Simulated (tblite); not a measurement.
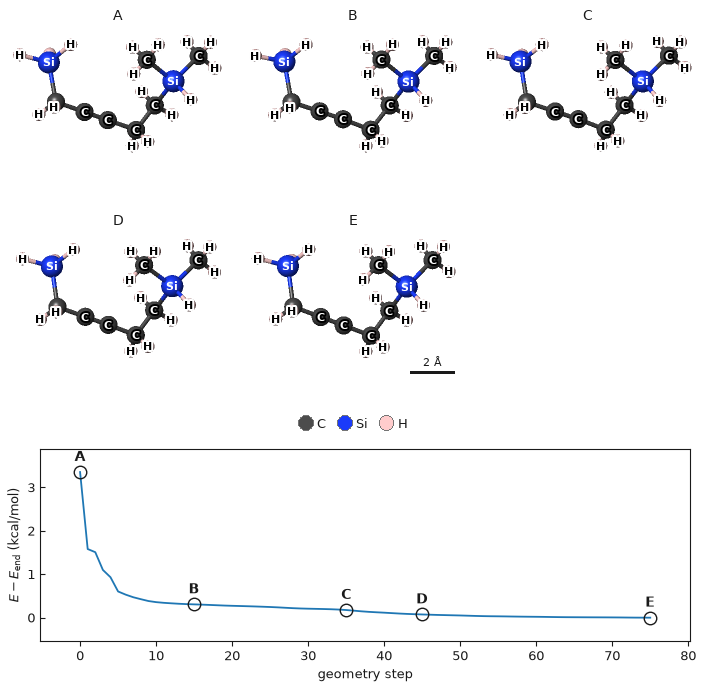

Frames of a relaxation of C$_{7}$H$_{16}$Si$_{2}$, marked on the history of the run. Style: ball-and-stick. Shown at a tilt.

Method: GFN2-xTB geometry optimisation, gas phase in tblite 0.8.0. 

What happens along the run?

Over 75 geometry steps the energy falls by 3.35 kcal/mol. The largest move after the best rigid fit is that of an H atom, 0.33 Å. By element the largest moves are H 0.33 Å, Si 0.20 Å, C 0.15 Å. Near-neighbour distances that change, for instance: C–Si 1.863 → 1.911 Å, C–C 1.478 → 1.445 Å, C–Si 1.878 → 1.900 Å, H–Si 1.481 → 1.464 Å. Among the angles between lasting bonds that change: Si–C–C 116.9° → 114.0°, C–C–Si 114.6° → 111.9°, C–Si–H 111.9° → 109.2°. Cost: 1.4 s on 1 thread of Arm Neoverse N1, on a shared host. From step 0 to 15: an H atom moves most (0.06 Å), energy −3.05 kcal/mol. From step 15 to 35: an H atom moves most (0.10 Å), energy −0.13 kcal/mol. From step 35 to 45: an H atom moves most (0.12 Å), energy −0.10 kcal/mol. From step 45 to 75: an H atom moves most (0.10 Å), energy −0.07 kcal/mol.
